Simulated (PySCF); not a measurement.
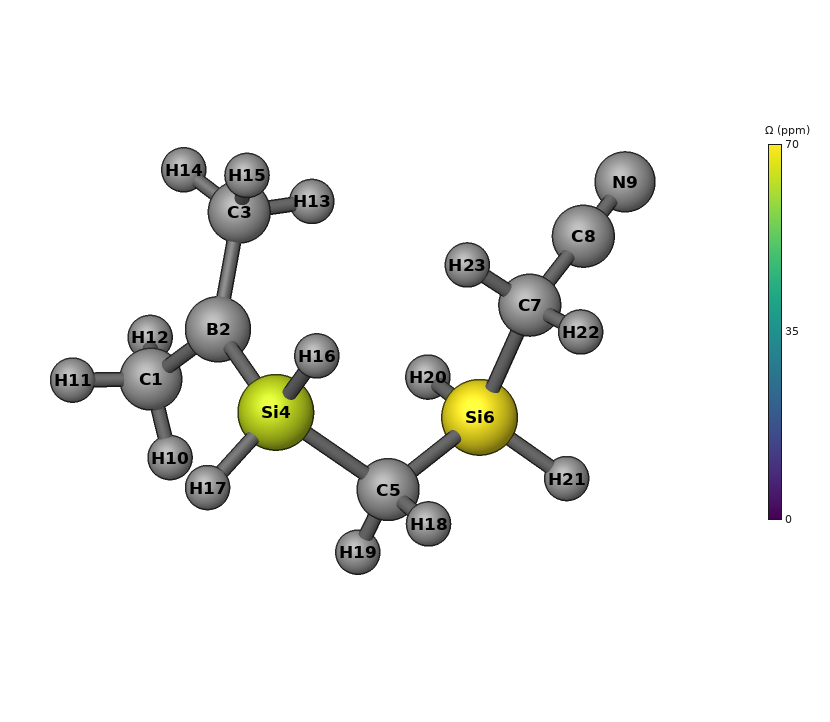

The Si atoms are coloured by the span of their shielding tensor. Computed geometry: GFN2-xTB optimisation. No frequency run is at hand to confirm it as a minimum. Properties computed with GIAO PBE0/pcSseg-1 NMR shielding, non-relativistic, gas phase (PySCF 2.14.0). Principal shieldings σ11 ≤ σ22 ≤ σ33, span Ω = σ33 − σ11, skew κ = 3(σiso − σ22)/Ω.

Give the shielding tensors of the Si atoms.

| atom | σ11 | σ22 | σ33 | σiso | Ω | κ |
| --- | --- | --- | --- | --- | --- | --- |
| Si4 | 389.8 | 439.1 | 453.9 | 427.6 | 64.0 | −0.54 |
| Si6 | 355.3 | 371.3 | 424.7 | 383.8 | 69.3 | 0.54 |

Shieldings and span in ppm.

The geometry is semi-empirical. Around B, Si such bond lengths and angles can be off by a tenth of an ångström or more and by several degrees, and values that hang on the shape move with them.
